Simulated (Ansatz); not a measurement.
# BrGaH2O2: basis-set convergence

How large a basis does BrGaH2O2 need? Two functionals are run in growing sets.

Computed with Ansatz 0.2.0, Gaussian basis. Level: one geometry, several basis sets.

Levels to be run: PBE0-D4/def2-SVP; ωB97M-V/def2-SVP; PBE0-D4/def2-QZVPP; ωB97M-V/def2-QZVPP; the functionals' def2-TZVPP values are taken from earlier runs.

**1. The geometry**

The geometry comes from an earlier relaxation with PBE0-D4 in a triple-zeta def2 set; it is a stationary point.

SMILES `[OH][Ga]([OH])[Br]`, 6 atoms, charge 0, spin multiplicity 1.

Atoms are counted from 1 here; the program's logs count them from 0.

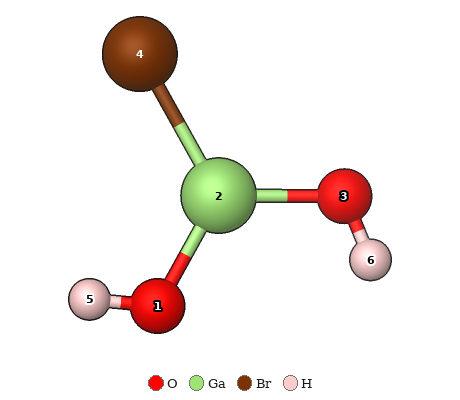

The geometry (oxygen red, gallium green, bromine brown, hydrogen pink); atoms are numbered from 1 in the order of the file.

As a file:

```
atom    x (Å)    y (Å)    z (Å)
  O1  -0.2344   1.4697  -0.1984
 Ga2  -0.0904  -0.2962  -0.1202
  O3   1.0463  -1.0123   1.0280
 Br4  -1.3221  -1.6538  -1.4499
  H5  -0.8724   1.7769  -0.8468
  H6   1.5150  -0.3482   1.5409
```

**2. PBE0-D4 in def2-SVP**

The input, in.yaml:

```yaml
crystal:
  periodic: [false, false, false]
  atoms:
    - {symbol: O, position_ang: [-0.234449, 1.469746, -0.198379]}
    - {symbol: Ga, position_ang: [-0.090418, -0.296216, -0.120179]}
    - {symbol: O, position_ang: [1.046309, -1.012314, 1.028028]}
    - {symbol: Br, position_ang: [-1.322107, -1.653818, -1.449856]}
    - {symbol: H, position_ang: [-0.872355, 1.776904, -0.846796]}
    - {symbol: H, position_ang: [1.515019, -0.348202, 1.540882]}
basis:
  gaussian: {orbitals: def2-SVP}
hamiltonian: {xc: pbe0, dispersion: d4}
output: {orbitals: {seedname: orbitals}}
```

Run with:

```
$ ansatz run in.yaml --threads 4 --pin off --events-out ev --progress --plain --max-ram 10444MiB
```

The runs that follow: ωB97M-V in def2-SVP; PBE0-D4 in def2-QZVPP; ωB97M-V in def2-QZVPP.

**Question.** What will the summary of the whole plan be? Wanted: PBE0-D4: double and triple zeta above quadruple; ωB97M-V: double and triple zeta above quadruple.

As calculated:

```
                                       quantity           value
PBE0-D4: double and triple zeta above quadruple  23.39, 2.87 eV
ωB97M-V: double and triple zeta above quadruple  23.31, 2.77 eV
```

**Reading.** PBE0-D4 gains 20.52 eV from double to triple zeta, then 2.87 eV more. These are total energies; as a rule much of such shifts cancels in differences, which this series doesn't test. The LUMO of ωB97M-V is positive and keeps falling with the basis (0.79 to 0.26 eV): an unbound level that the basis holds in place.
